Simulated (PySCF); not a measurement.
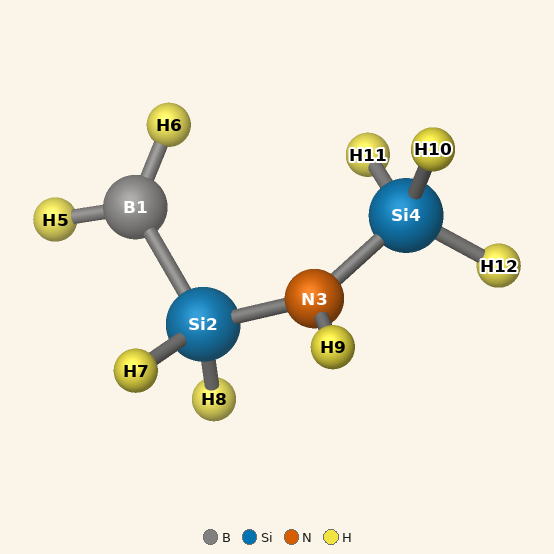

The geometry was computed by an optimisation with PBE0-D3(BJ)/def2-SVP. No frequency run is at hand to confirm it as a minimum. Properties computed with delta-SCF UKS SCAN, pcX-2 on the ionised atom, pcseg-1 elsewhere, spin-free X2C (PySCF 2.14.0).

Give the core-electron binding energies (to vacuum; p and d levels without spin–orbit splitting) of B1 1s, Si2 1s, Si2 2p, N3 1s, Si4 1s, Si4 2p.

| atom | level | binding energy (eV) |
| --- | --- | --- |
| B1 | 1s | 195.5 |
| Si2 | 1s | 1846.5 |
| Si2 | 2p | 106.9 |
| N3 | 1s | 404.2 |
| Si4 | 1s | 1846.9 |
| Si4 | 2p | 107.2 |
